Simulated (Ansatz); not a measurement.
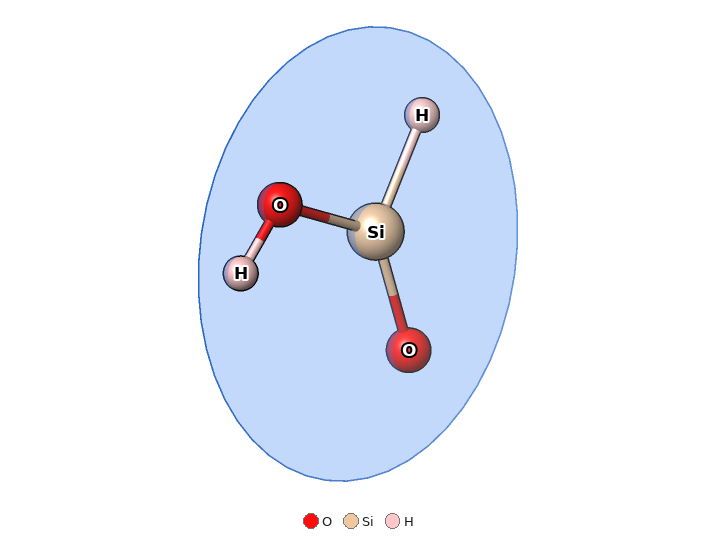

All proper rotation axes (lines) and mirror planes (discs) of the structure are drawn in. Depth is shown by fading: the farther an atom, the more it takes the colour of the background. Computed geometry: PBE-D4/def2-SVP optimisation. No frequency run is at hand to confirm it as a minimum.

Name the symmetry elements and the point group.

It has 1 mirror plane. Point group Cs. The group has 2 operations. The geometry is achiral, and symmetry allows a dipole moment.
